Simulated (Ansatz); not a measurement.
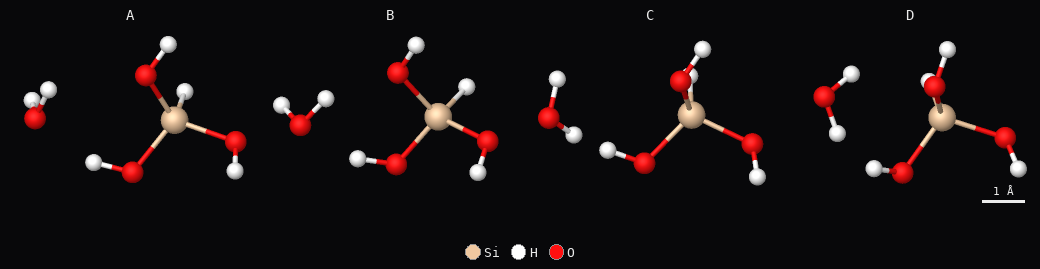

4 geometries from one relaxation of SiH6O4, in shuffled order. The picture is a ball-and-stick view, seen at a tilt.

The run prepares an end point of a later path (reaction) calculation, from a guessed geometry.

Computed with RKS PBE0/def2-SVP (Ansatz). Settings: no spin polarisation; force threshold 0.03 eV/Å; at most 50 steps.

Question: Put them in the order of the run, from the start to the converged end.

Answer: D, C, A, B. They are steps 0, 12, 24, 37, at +44.3 kJ/mol, +30.3 kJ/mol, +11.6 kJ/mol relative to the last. The energy falls by 44.3 kJ/mol in 32 accepted moves (37 points after the start). Largest force component: 0.73 eV/Å at the start, 0.022 eV/Å at the end. The line search rejected the trial steps at points 2, 6, 14, 19, 34 of the run. The forces were under the threshold at step 35, but the run went on from there. The atom that moves furthest after the best rigid fit is an H atom (1.89 Å). By element the largest moves are H 1.89 Å, O 1.19 Å, Si 0.58 Å. Among the contacts that change: H–Si 1.445 → 1.479 Å, O–Si 1.655 → 1.688 Å, O–Si 1.660 → 1.633 Å, H–O 0.965 → 0.985 Å. Among the angles between lasting bonds that change: O–Si–O 108.1° → 112.6°, O–Si–O 114.5° → 111.0°, Si–O–H 111.8° → 114.4°. Groups turn about O–Si by about 25°, O–Si by about 20°. Cost: 96 s on 2 threads of Intel(R) Xeon(R) CPU @ 2.80GHz (Skylake/Cascade Lake), on a shared host, peak memory 0.25 GiB.
